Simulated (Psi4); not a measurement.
# CHClF2 (difluorochloromethane): revPBE/6-311+G(d,p)

What is the vertical singlet–triplet gap of CHClF2 (difluorochloromethane) at revPBE/6-311+G**? 

The calculation is run with Psi4 1.11.

3 further runs of the same task are left out: 2 that didn't finish, 1 set aside as unsound or not needed.

## Step 1: Starting point

The species is CHClF2 (5 atoms), meant as a singlet with charge 0. SMILES: `FC(F)Cl`. The coordinates come from a PBE0-D4/def2-TZVP relaxation.

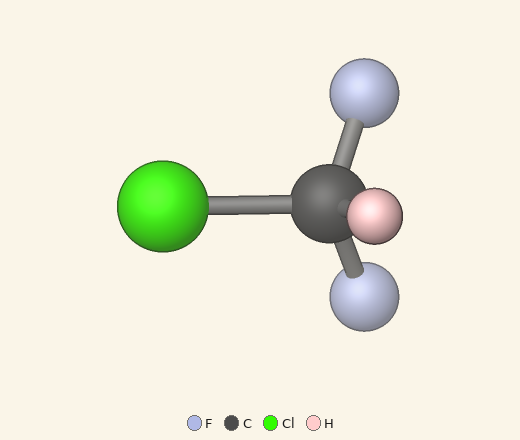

The structure, seen from a chosen angle (fluorine light blue, carbon dark grey, chlorine green, hydrogen pink).

## Step 2: Energy and gradient at revPBE/6-311+G(d,p)

The input, job.json:

```json
{
  "schema_name": "qcschema_input",
  "schema_version": 1,
  "molecule": {
    "schema_name": "qcschema_molecule",
    "schema_version": 2,
    "symbols": ["F", "C", "F", "Cl", "H"],
    "geometry": [0.07351035, -1.07355341, 2.30981224, 0.20673604, 0.04459754, 0.05347925, 1.59530679, -1.40954672, -1.46812823, -2.85537617, 0.39476379, -1.2109365, 1.07449827, 1.90446599, 0.23772755],
    "molecular_charge": 0,
    "molecular_multiplicity": 1,
    "fix_symmetry": "c1"
  },
  "driver": "gradient",
  "model": {
    "method": "revpbe",
    "basis": "6-311+G**"
  },
  "keywords": {
    "puream": true,
    "e_convergence": 1e-09,
    "d_convergence": 1e-08,
    "scf_type": "pk",
    "dft_radial_points": 99,
    "dft_spherical_points": 590,
    "scf_properties": ["QUADRUPOLE", "WIBERG_LOWDIN_INDICES", "MULLIKEN_CHARGES"]
  }
}
```

Started as:

```bash
$ psi4 --qcschema job.json -n 1 --memory 1600MB
```

stdout:

```text
[...]
  Running in c1 symmetry.
[...]
  Nuclear repulsion =  168.406745107475018
[...]
  Multiplicity = 1
[...]
  Nalpha       = 21
  Nbeta        = 21
[...]
    Number of basis functions: 102
[...]
   @RKS iter   1:  -698.43495370752703   -4.67028e-02   4.59821e-03 DIIS/ADIIS
[...]
   @RKS iter  12:  -698.51298435335184    0.00000e+00   9.70797e-10 DIIS
[...]
    Orbital Energies [Eh]
    ---------------------
    Doubly Occupied:
       1A   -100.726970     2A    -24.311845     3A    -24.311804
       4A    -10.120223     5A     -9.209871     6A     -7.031120
       7A     -7.019388     8A     -7.019220     9A     -1.208847
      10A     -1.145585    11A     -0.811794    12A     -0.643632
      13A     -0.540366    14A     -0.535883    15A     -0.499614
      16A     -0.401117    17A     -0.398473    18A     -0.379539
      19A     -0.338723    20A     -0.300571    21A     -0.300148
[...]
  @RKS Final Energy:  -698.51298435335184
   => Energetics <=
    Nuclear Repulsion Energy =            168.4067451074750181
    One-Electron Energy =               -1300.1507532517248364
    Two-Electron Energy =                 488.0340569556438481
    DFT Exchange-Correlation Energy =     -54.8030331647458055
    Empirical Dispersion Energy =           0.0000000000000000
    VV10 Nonlocal Energy =                  0.0000000000000000
    Total Energy =                       -698.5129843533518397
[...]
 Multipole Moments:
 ------------------------------------------------------------------------------------
     Multipole            Electronic (a.u.)      Nuclear  (a.u.)        Total (a.u.)
 ------------------------------------------------------------------------------------
 L = 1.  Multiply by 2.5417464519 to convert [e a0] to [Debye]
 Dipole X            :         -0.1306146            0.3419783            0.2113637
 Dipole Y            :         -1.1156760            1.6382840            0.5226080
 Dipole Z            :          0.0464093           -0.0079884            0.0384209
 Magnitude           :                                                    0.5650397
 L = 2.  Multiply by 1.3450342976 to convert [e a0^2] to [Debye ang]
 Quadrupole XX       :       -160.9227260          139.7836483          -21.1390777
 Quadrupole XY       :         49.2838707          -48.0003274            1.2835433
[...]
  Mulliken Charges: (a.u.)
   Center  Symbol    Alpha    Beta     Spin     Total
       1     F     4.51610  4.51610  0.00000 -0.03220
       2     C     3.18352  3.18352  0.00000 -0.36705
       3     F     4.51604  4.51604  0.00000 -0.03208
       4    CL     8.39435  8.39435  0.00000  0.21131
       5     H     0.38999  0.38999  0.00000  0.22002
   Total alpha = 21.00000, Total beta = 21.00000, Total charge = -0.00000
  Wiberg Bond Indices using Orthogonal Lowdin Orbitals:
[...]
  -Total Gradient:
     Atom            X                  Y                   Z
    ------   -----------------  -----------------  -----------------
       1        0.000804358052     0.009857885732    -0.022899466732
       2        0.000729090954    -0.014471404089     0.001514621998
       3       -0.014610398306     0.013288670770     0.015336431526
       4        0.015864950552    -0.002860132420     0.006650185448
       5       -0.002743391910    -0.005786184488    -0.000586345541
[...]
```

The result, in JSON:

```text
{
 "driver": "gradient",
 "model": {
  "method": "revpbe",
  "basis": "6-311+G**"
 },
 "success": true,
 "return_result": [0.0008043580517749921, 0.009857885732467847, -0.022899466731579, 0.0007290909542222411, -0.014471404089428846, 0.0015146219977458884, -0.014610398305987538, 0.013288670770210842, 0.015336431525996341, 0.015864950552172907, -0.0028601324196873106, 0.006650185448359103, -0.0027433919099059817, -0.005786184487706125, -0.0005863455414694685],
 "properties": {
  "calcinfo_nbasis": 102,
  "calcinfo_nmo": 102,
  "calcinfo_nalpha": 21,
  "calcinfo_nbeta": 21,
  "calcinfo_natom": 5,
  "nuclear_repulsion_energy": 168.40674510747502,
  "return_energy": -698.5129843533518,
  "return_gradient": [0.0008043580517749921, 0.009857885732467847, -0.022899466731579, 0.0007290909542222411, -0.014471404089428846, 0.0015146219977458884, -0.014610398305987538, 0.013288670770210842, 0.015336431525996341, 0.015864950552172907, -0.0028601324196873106, 0.006650185448359103, -0.0027433919099059817, -0.005786184487706125, -0.0005863455414694685],
  "scf_one_electron_energy": -1300.1507532517248,
  "scf_two_electron_energy": 488.03405695564385,
  "scf_xc_energy": -54.803033164745806,
  "scf_dipole_moment": [0.2113636797018017, 0.5226079808858164, 0.03842088919372122],
  "scf_total_energy": -698.5129843533518,
  "scf_total_gradient": [0.0008043580517749921, 0.009857885732467847, -0.022899466731579, 0.0007290909542222411, -0.014471404089428846, 0.0015146219977458884, -0.014610398305987538, 0.013288670770210842, 0.015336431525996341, 0.015864950552172907, -0.0028601324196873106, 0.006650185448359103, -0.0027433919099059817, -0.005786184487706125, -0.0005863455414694685],
  "scf_iterations": 12
 }
}
```

Wall time 38 s (1 thread of Intel Xeon Platinum 8259CL at 2.50GHz (Skylake/Cascade Lake), shared host); peak memory 0.65 GiB.

## Step 3: The triplet: the energy at U-revPBE/6-311+G(d,p)

The input, chclf2.json:

```json
{
  "schema_name": "qcschema_input",
  "schema_version": 1,
  "molecule": {
    "schema_name": "qcschema_molecule",
    "schema_version": 2,
    "symbols": ["F", "C", "F", "Cl", "H"],
    "geometry": [0.07351035, -1.07355341, 2.30981224, 0.20673604, 0.04459754, 0.05347925, 1.59530679, -1.40954672, -1.46812823, -2.85537617, 0.39476379, -1.2109365, 1.07449827, 1.90446599, 0.23772755],
    "molecular_charge": 0,
    "molecular_multiplicity": 3,
    "fix_symmetry": "c1",
    "fix_com": true,
    "fix_orientation": true
  },
  "driver": "energy",
  "model": {
    "method": "revpbe",
    "basis": "6-311+G**"
  },
  "keywords": {
    "reference": "uks",
    "puream": true,
    "e_convergence": 1e-09,
    "d_convergence": 1e-08,
    "scf_type": "pk",
    "dft_radial_points": 99,
    "dft_spherical_points": 590,
    "maxiter": 100,
    "scf_properties": ["WIBERG_LOWDIN_INDICES", "QUADRUPOLE", "LOWDIN_CHARGES"]
  }
}
```

Started as:

```bash
$ psi4 --qcschema chclf2.json -n 1 --memory 1600MB
```

stdout:

```text
[...]
  Running in c1 symmetry.
[...]
  Nuclear repulsion =  168.406745107475018
[...]
  Multiplicity = 3
[...]
  Nalpha       = 22
  Nbeta        = 20
[...]
    Number of basis functions: 102
[...]
   @UKS iter   1:  -698.10123898874474    2.87012e-01   5.63941e-03 ADIIS/DIIS
[...]
   @UKS iter  19:  -698.24782701388096   -9.65201e-11   8.57230e-09 DIIS
[...]
   @S^2 Observed:                2.002337241E+00
[...]
    Orbital Energies [Eh]
    ---------------------
    Alpha Occupied:
       1A   -100.800856     2A    -24.309986     3A    -24.309955
       4A    -10.056640     5A     -9.278040     6A     -7.104447
       7A     -7.091506     8A     -7.084005     9A     -1.205170
      10A     -1.142598    11A     -0.862654    12A     -0.655432
      13A     -0.544377    14A     -0.531793    15A     -0.516063
      16A     -0.411715    17A     -0.405082    18A     -0.382323
      19A     -0.380380    20A     -0.350754    21A     -0.341933
      22A     -0.058485
    Alpha Virtual:
      23A     -0.019327    24A      0.011103    25A      0.015376
[...]
  @UKS Final Energy:  -698.24782701388096
   => Energetics <=
    Nuclear Repulsion Energy =            168.4067451074750181
    One-Electron Energy =               -1299.1501826808748774
    Two-Electron Energy =                 487.2940089190619801
    DFT Exchange-Correlation Energy =     -54.7983983595431070
    Empirical Dispersion Energy =           0.0000000000000000
    VV10 Nonlocal Energy =                  0.0000000000000000
    Total Energy =                       -698.2478270138809648
[...]
 Multipole Moments:
 ------------------------------------------------------------------------------------
     Multipole            Electronic (a.u.)      Nuclear  (a.u.)        Total (a.u.)
 ------------------------------------------------------------------------------------
 L = 1.  Multiply by 2.5417464519 to convert [e a0] to [Debye]
 Dipole X            :         31.3914927          -31.2071261            0.1843666
 Dipole Y            :         13.7978780          -13.4648655            0.3330125
 Dipole Z            :         12.4965973          -12.4521614            0.0444359
 Magnitude           :                                                    0.3832270
 L = 2.  Multiply by 1.3450342976 to convert [e a0^2] to [Debye ang]
 Quadrupole XX       :       -188.3721710          162.9685952          -25.4035758
 Quadrupole XY       :         39.4807386          -38.0089108            1.4718279
[...]
```

The result, in JSON:

```text
{
 "driver": "energy",
 "model": {
  "method": "revpbe",
  "basis": "6-311+G**"
 },
 "success": true,
 "return_result": -698.247827013881,
 "properties": {
  "calcinfo_nbasis": 102,
  "calcinfo_nmo": 102,
  "calcinfo_nalpha": 22,
  "calcinfo_nbeta": 20,
  "calcinfo_natom": 5,
  "nuclear_repulsion_energy": 168.40674510747502,
  "return_energy": -698.247827013881,
  "scf_one_electron_energy": -1299.1501826808749,
  "scf_two_electron_energy": 487.294008919062,
  "scf_xc_energy": -54.79839835954311,
  "scf_dipole_moment": [0.18436659554558332, 0.3330124692210479, 0.0444359234351559],
  "scf_total_energy": -698.247827013881,
  "scf_iterations": 19
 }
}
```

Run time: 55 s. Hardware: 1 thread of Intel Xeon Platinum 8259CL at 2.50GHz (Skylake/Cascade Lake), shared host; peak memory 0.65 GiB.

## Step 4: Results

Level: revPBE/6-311+G**.

```
                                        quantity          value
                           singlet: total energy  -698.51298 Eh
                          singlet: dipole moment         1.44 D
                            singlet: HOMO energy       -8.17 eV
                            singlet: LUMO energy       -0.85 eV
                          singlet: HOMO–LUMO gap        7.31 eV
               singlet: largest force on an atom     1.286 eV/Å
                           triplet: total energy  -698.24783 Eh
                          triplet: dipole moment         0.97 D
     triplet: HOMO energy (highest over α and β)       -1.59 eV
                                   triplet: ⟨S²⟩          2.002
vertical energy of the triplet above the singlet       7.215 eV
```

What this shows: At this shape the triplet lies 7.22 eV (166 kcal/mol) above the singlet. The largest force (singlet) is 1.29 eV/Å: the shape isn't a stationary point for this species at this level.
